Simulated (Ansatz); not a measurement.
# C₄H₁₀OSi: molecular dynamics (part 3 of 3)

Continued. System: C₄H₁₀OSi, SMILES CC1(O)C[SiH2]C1. Method: RKS PBE0-D4/STO-3G (Ansatz 0.2.0). One setting was made poor on purpose. It belongs to a series of runs on one base structure; here: dynamics from the start.

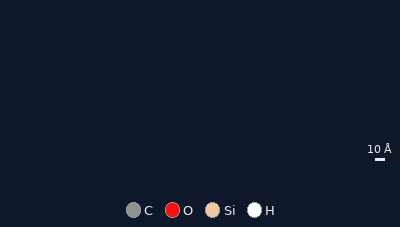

**Figure 1.** The geometry at step 34 of the log (ball-and-stick view, seen at a tilt).

Trajectory as extended XYZ, continued
```
16
Properties=species:S:1:pos:R:3:forces:R:3 step=27 time_fs=108.0 energy=-13959.74535 temperature=76105.1
C    -3.1268    3.8836  -18.9650    0.0000   0.0001   0.0002
C     0.2955    0.3703    0.1279   -3.9985  -0.8957  -3.8386
O     0.9792    1.1744    0.6499    3.3406   2.1203   2.8578
C    -2.9660    5.5558    2.7082    0.0015  -0.0002   0.0001
Si   -0.9319    0.9007   -1.2782    0.7480  -2.0728   0.2004
C     6.8262   -5.1443  -24.9923    0.0002  -0.0003   0.0001
H    10.1230    3.2427   20.0103   -0.0073  -0.0002  -0.0046
H    31.1977  -50.5566  225.5466    0.0000   0.0000   0.0000
H    -1.7176    2.9555   12.8134    0.0072   0.0004   0.0028
H     7.1614  -22.3611   -7.6040   -0.0048  -0.0085   0.0001
H     0.9846  -33.6755   -7.3510    0.0048   0.0089  -0.0002
H    42.2606  -53.3705  -44.9341   -0.0001   0.0002   0.0001
H    -0.1046    2.1988   -5.8257   -0.0102  -0.0522   0.0463
H    -0.5843   -1.5941   -3.5271   -0.0798   0.9020   0.7363
H     6.5028   13.2698    3.1419   -0.0015  -0.0020  -0.0007
H   -97.0344   66.9769  296.4707    0.0000   0.0000   0.0000
16
Properties=species:S:1:pos:R:3:forces:R:3 step=29 time_fs=116.0 energy=-13959.61790 temperature=33761.2
C    -3.1528    3.9450  -19.0844    0.0000   0.0001   0.0002
C     0.1715    0.5008   -0.0222    4.5280   2.6714   3.8876
O     1.0413    1.1410    0.6987   -2.7777  -2.7923  -2.1488
C    -3.0264    5.6422    2.7836    0.0027  -0.0007   0.0015
Si   -0.9301    0.9502   -1.1899   -1.7508   0.1155  -1.7403
C     6.8473   -5.1865  -25.1199    0.0002  -0.0004   0.0001
H    10.7175    8.2161   25.4986    0.0000  -0.0001  -0.0002
H    31.2908  -51.0017  227.2349    0.0000   0.0000   0.0000
H    -1.7334    2.9217   12.8478    0.0028   0.0042  -0.0054
H     6.6351  -27.5625  -13.0008   -0.0094  -0.0100   0.0091
H     0.9246  -33.7653   -7.4197    0.0094   0.0103  -0.0092
H    43.2095  -54.5145  -45.8956   -0.0001   0.0001   0.0001
H     0.0001    2.1373   -5.7979   -0.0016  -0.0460  -0.0006
H    -0.2072   -3.7141   -5.4989    0.0008   0.0526   0.0026
H     6.4987   13.1997    3.1377   -0.0042  -0.0046   0.0034
H   -97.3875   67.3063  297.8816    0.0000   0.0000   0.0000
16
Properties=species:S:1:pos:R:3:forces:R:3 step=30 time_fs=120.0 energy=-13959.77152 temperature=23022.8
C    -3.1574    3.9726  -19.1266    0.0000   0.0000   0.0003
C     0.1856    0.5983   -0.0277    2.1899  -0.0440   2.0969
O     1.0425    1.0942    0.6973    0.6232  -0.3490   0.6591
C    -3.0479    5.6826    2.8147    0.0024  -0.0005   0.0014
Si   -0.9353    0.9717   -1.1651   -2.8141   0.3889  -2.7555
C     6.8536   -5.1969  -25.1710    0.0002  -0.0004   0.0001
H    10.9070   10.0347   27.5472    0.0000  -0.0001  -0.0002
H    31.3464  -51.1630  227.8591    0.0000   0.0000   0.0000
H    -1.7391    2.9254   12.8664    0.0028   0.0042  -0.0055
H     6.4258  -29.5170  -14.9698   -0.0087  -0.0066   0.0118
H     0.9154  -33.7892   -7.4386    0.0087   0.0068  -0.0119
H    43.5729  -54.9356  -46.2264   -0.0001   0.0001   0.0001
H     0.0696    2.1031   -5.7984   -0.0003  -0.0349  -0.0057
H    -0.0561   -4.4640   -6.2413    0.0001   0.0400   0.0058
H     6.4767   13.1826    3.1247   -0.0042  -0.0047   0.0034
H   -97.4946   67.4400  298.3905    0.0000   0.0000   0.0000
16
Properties=species:S:1:pos:R:3:forces:R:3 step=31 time_fs=124.0 energy=-13959.67745 temperature=15426.8
C    -3.1641    3.9940  -19.1655    0.0000   0.0000   0.0002
C     0.2293    0.6775   -0.0054   -3.9336  -2.1654  -3.3731
O     1.0549    1.0563    0.7136    5.9539   2.0849   5.2733
C    -3.0618    5.7141    2.8456    0.0020  -0.0002   0.0013
Si   -0.9532    0.9893   -1.1539   -2.0210   0.0769  -1.8994
C     6.8598   -5.2012  -25.2079    0.0002  -0.0004   0.0000
H    11.0550   11.5278   29.2506    0.0000  -0.0001  -0.0002
H    31.4033  -51.2975  228.3742    0.0000   0.0000   0.0000
H    -1.7359    2.9397   12.8806    0.0027   0.0040  -0.0056
H     6.2826  -31.1106  -16.5801   -0.0070  -0.0033   0.0118
H     0.9127  -33.8168   -7.4405    0.0070   0.0036  -0.0119
H    43.8688  -55.3000  -46.4832   -0.0001   0.0001   0.0001
H     0.1185    2.0775   -5.8139    0.0005  -0.0279  -0.0070
H     0.0819   -5.0641   -6.8624   -0.0003   0.0326   0.0073
H     6.4362   13.1824    3.1154   -0.0041  -0.0048   0.0033
H   -97.5761   67.5656  298.8015    0.0000   0.0000   0.0000
16
Properties=species:S:1:pos:R:3:forces:R:3 step=33 time_fs=132.0 energy=-13959.99498 temperature=6998.5
C    -3.1797    4.0257  -19.2239    0.0000   0.0000   0.0002
C     0.2675    0.7627   -0.0048    2.3529   1.0342   2.1553
O     1.1721    1.0406    0.8222   -1.8921  -0.8996  -1.7324
C    -3.0780    5.7622    2.9134    0.0022  -0.0003   0.0015
Si   -0.9905    1.0231   -1.1538   -0.4617  -0.1368  -0.4223
C     6.8571   -5.2095  -25.2542    0.0002  -0.0004   0.0000
H    11.2883   13.6946   31.7960    0.0000  -0.0001  -0.0002
H    31.4440  -51.4799  229.1658    0.0000   0.0000   0.0000
H    -1.7414    2.9863   12.8967    0.0027   0.0041  -0.0056
H     6.1386  -33.4879  -18.9747   -0.0044  -0.0001   0.0096
H     0.9093  -33.8176   -7.4572    0.0044   0.0004  -0.0097
H    44.2742  -55.8480  -46.8770   -0.0001   0.0001   0.0001
H     0.1854    2.0510   -5.8503    0.0008  -0.0212  -0.0073
H     0.3080   -5.9765   -7.7838   -0.0007   0.0245   0.0073
H     6.3635   13.1858    3.1208   -0.0042  -0.0048   0.0034
H   -97.6678   67.7955  299.3879    0.0000   0.0000   0.0000
16
Properties=species:S:1:pos:R:3:forces:R:3 step=34 time_fs=136.0 energy=-13960.02056 temperature=4581.1
C    -3.1789    4.0426  -19.2446    0.0000   0.0000   0.0001
C     0.3278    0.8095    0.0348   -1.6129   0.4173  -1.4336
O     1.2009    1.0291    0.8425    0.8039  -0.0886   0.7222
C    -3.0754    5.7753    2.9378    0.0018  -0.0001   0.0013
Si   -1.0045    1.0358   -1.1568    0.8086  -0.3310   0.7108
C     6.8592   -5.2095  -25.2705    0.0002  -0.0004   0.0000
H    11.3938   14.4869   32.7144    0.0000  -0.0001  -0.0002
H    31.4179  -51.5502  229.4508    0.0000   0.0000   0.0000
H    -1.7428    3.0083   12.8749    0.0028   0.0042  -0.0058
H     6.0983  -34.3809  -19.8370   -0.0036   0.0006   0.0086
H     0.8909  -33.8235   -7.4735    0.0036  -0.0003  -0.0086
H    44.4134  -56.0255  -47.0421   -0.0001   0.0001   0.0001
H     0.1892    2.0252   -5.8766    0.0009  -0.0177  -0.0057
H     0.4062   -6.3270   -8.1251   -0.0009   0.0210   0.0072
H     6.3653   13.1899    3.1062   -0.0043  -0.0049   0.0035
H   -97.7071   67.8554  299.6150    0.0000   0.0000   0.0000
16
Properties=species:S:1:pos:R:3:forces:R:3 step=36 time_fs=144.0 energy=-13959.99251 temperature=2060.8
C    -3.1775    4.0681  -19.2868    0.0000   0.0000   0.0001
C     0.3677    0.8829    0.0412    0.2215   0.6607   0.3621
O     1.2645    1.0193    0.8880   -1.4593  -0.3935  -1.4198
C    -3.0898    5.7705    2.9840    0.0018  -0.0002   0.0014
Si   -1.0011    1.0520   -1.1502    1.2442  -0.2621   1.0214
C     6.8639   -5.1922  -25.2974    0.0002  -0.0004   0.0000
H    11.5724   15.6811   34.0776    0.0000  -0.0001  -0.0002
H    31.3232  -51.6496  229.8273    0.0000   0.0000   0.0000
H    -1.7341    3.0044   12.7729    0.0028   0.0042  -0.0058
H     6.0026  -35.6864  -21.1286   -0.0027   0.0011   0.0072
H     0.8323  -33.8196   -7.4883    0.0027  -0.0009  -0.0072
H    44.6831  -56.2805  -47.3279   -0.0001   0.0001   0.0001
H     0.1624    1.9737   -5.9417   -0.0059  -0.0221   0.0305
H     0.5514   -6.8677   -8.6152   -0.0011   0.0180   0.0067
H     6.3984   13.1714    3.0495   -0.0043  -0.0049   0.0035
H   -97.8241   67.9395  299.9402    0.0000   0.0000   0.0000
16
Properties=species:S:1:pos:R:3:forces:R:3 step=37 time_fs=148.0 energy=-13959.99111 temperature=1438.7
C    -3.1742    4.0712  -19.2970    0.0000   0.0000   0.0001
C     0.3832    0.9114    0.0348    0.4795   0.5510   0.6917
O     1.2747    1.0152    0.8975   -1.6628  -0.3324  -1.6718
C    -3.0945    5.7694    3.0002    0.0019  -0.0002   0.0013
Si   -0.9918    1.0588   -1.1424    1.1889  -0.2140   0.9462
C     6.8694   -5.1784  -25.3062    0.0002  -0.0004   0.0000
H    11.6371   16.1268   34.5874    0.0000  -0.0001  -0.0002
H    31.2785  -51.6831  229.9818    0.0000   0.0000   0.0000
H    -1.7631    3.0055   12.7489    0.0028   0.0042  -0.0058
H     5.9801  -36.1480  -21.5956   -0.0025   0.0013   0.0067
H     0.8125  -33.8064   -7.5094    0.0025  -0.0010  -0.0068
H    44.7843  -56.3851  -47.4198   -0.0001   0.0001   0.0001
H     0.1332    1.9421   -5.9805   -0.0050  -0.0208   0.0283
H     0.5948   -7.0630   -8.8154   -0.0011   0.0173   0.0065
H     6.4155   13.1735    3.0349   -0.0043  -0.0049   0.0035
H   -97.8772   67.9720  300.0921    0.0000   0.0000   0.0000
16
Properties=species:S:1:pos:R:3:forces:R:3 step=39 time_fs=156.0 energy=-13960.03572 temperature=745.9
C    -3.1640    4.0831  -19.2937    0.0000   0.0000   0.0001
C     0.3897    0.9677    0.0428   -2.0173   0.1314  -1.8008
O     1.2439    0.9882    0.8854    1.4924  -0.0405   1.3924
C    -3.0937    5.7711    3.0186    0.0018  -0.0003   0.0012
Si   -0.9623    1.0731   -1.1158    0.5282  -0.0876   0.3811
C     6.8921   -5.1683  -25.3055    0.0002  -0.0004   0.0000
H    11.6748   16.7931   35.4037    0.0000  -0.0001  -0.0002
H    31.1686  -51.7488  230.2295    0.0000   0.0000   0.0000
H    -1.8501    3.0048   12.7298    0.0029   0.0042  -0.0058
H     5.9298  -36.8170  -22.2833   -0.0022   0.0014   0.0062
H     0.8121  -33.7313   -7.5663    0.0021  -0.0012  -0.0062
H    44.9427  -56.6286  -47.5590   -0.0001   0.0001   0.0001
H     0.0894    1.9060   -6.0886   -0.0026  -0.0183   0.0223
H     0.6753   -7.3754   -9.0754   -0.0012   0.0161   0.0061
H     6.4593   13.2114    3.0488   -0.0043  -0.0048   0.0034
H   -97.9442   68.0326  300.3199    0.0000   0.0000   0.0000
16
Properties=species:S:1:pos:R:3:forces:R:3 step=40 time_fs=160.0 energy=-13960.06082 temperature=583.4
C    -3.1471    4.0943  -19.2996   -0.0001   0.0000   0.0002
C     0.3666    0.9938    0.0321    0.6277   0.0225   0.6751
O     1.2442    0.9711    0.8894   -0.2714  -0.0236  -0.3312
C    -3.0892    5.7698    3.0170    0.0020  -0.0002   0.0014
Si   -0.9429    1.0809   -1.0994   -0.3544   0.0031  -0.3646
C     6.9084   -5.1703  -25.3069    0.0002  -0.0004   0.0000
H    11.6867   17.0355   35.7248    0.0000  -0.0001  -0.0002
H    31.1211  -51.7454  230.3288    0.0000   0.0000   0.0000
H    -1.8956    3.0091   12.6834    0.0029   0.0043  -0.0057
H     5.8879  -37.0499  -22.5451   -0.0020   0.0015   0.0060
H     0.8137  -33.6755   -7.6015    0.0020  -0.0012  -0.0060
H    44.9984  -56.7514  -47.6346   -0.0001   0.0001   0.0001
H     0.0943    1.8856   -6.1250   -0.0012  -0.0173   0.0155
H     0.7255   -7.4850   -9.1814   -0.0012   0.0162   0.0060
H     6.4894   13.2350    3.0809   -0.0043  -0.0048   0.0034
H   -97.9615   68.0549  300.3963    0.0000   0.0000   0.0000
```

This output came from the following input.

The input
```yaml
crystal:
  periodic: [false, false, false]
  atoms:
    - { symbol: C, position_ang: [-0.211641, -1.059902, 1.302195] }
    - { symbol: C, position_ang: [0.444534, 0.044564, 0.419127] }
    - { symbol: O, position_ang: [1.676976, 0.536838, 1.010615] }
    - { symbol: C, position_ang: [0.575666, -0.448042, -1.090654] }
    - { symbol: Si, position_ang: [-0.897631, 0.619789, -1.5326] }
    - { symbol: C, position_ang: [-0.54059, 1.258454, 0.19132] }
    - { symbol: H, position_ang: [0.44211, -1.940278, 1.368496] }
    - { symbol: H, position_ang: [-1.170767, -1.376527, 0.873219] }
    - { symbol: H, position_ang: [-0.390695, -0.678271, 2.315584] }
    - { symbol: H, position_ang: [2.226081, -0.320409, 1.089913] }
    - { symbol: H, position_ang: [0.520747, -1.534682, -1.213295] }
    - { symbol: H, position_ang: [1.516519, -0.088972, -1.524125] }
    - { symbol: H, position_ang: [-0.748938, 1.543301, -2.634578] }
    - { symbol: H, position_ang: [-2.144935, -0.097705, -1.665177] }
    - { symbol: H, position_ang: [0.024617, 2.197648, 0.203282] }
    - { symbol: H, position_ang: [-1.344955, 1.321395, 0.931078] }
basis:
  gaussian: { orbitals: STO-3G }
hamiltonian:
  xc: pbe0
  dispersion: d4
md:
  timestep: 4.0
  n_steps: 40
  ensemble: nvt_langevin
  temperature: 100.0
  initial_velocities: maxwell_boltzmann
  seed: 532127
  friction: 0.05
scf:
  lower_state_search: "off"
```

Run as:
```bash
ansatz run input.yaml --threads 1 --pin off --max-ram 2048MiB --backend cpu --events-out ev --progress --plain --runs-dir out
```

Summary

```csv
quantity,value
outcome,finished
mean temperature over the second half,37004 K
trajectory,"40 steps, 160 fs"
ensemble,nvt_langevin
temperature in the input,100.0 K
time step,4.0 fs
potential energy (last step),−13960.0609 eV
mean-field energy (last step),−13960.0123 eV
largest force (length of the vector) (last step),0.922 eV/Å
hardware,"1 thread of Arm Neoverse V1, 24 GiB of memory available, shared host"
wall time,11 min
peak memory,0.13 GiB
```

A deliberately poor setting: time step. So short a trajectory is not equilibrated. The logged temperature at the start can lie below the typed one, since it is counted over all degrees of freedom. The temperature stays far from the 100 K of the thermostat over the second half: the run isn't equilibrated. The integration failed: the conserved energy drifts or the temperature runs away, so the later frames and the averages aren't results; the time step is too long for this system.
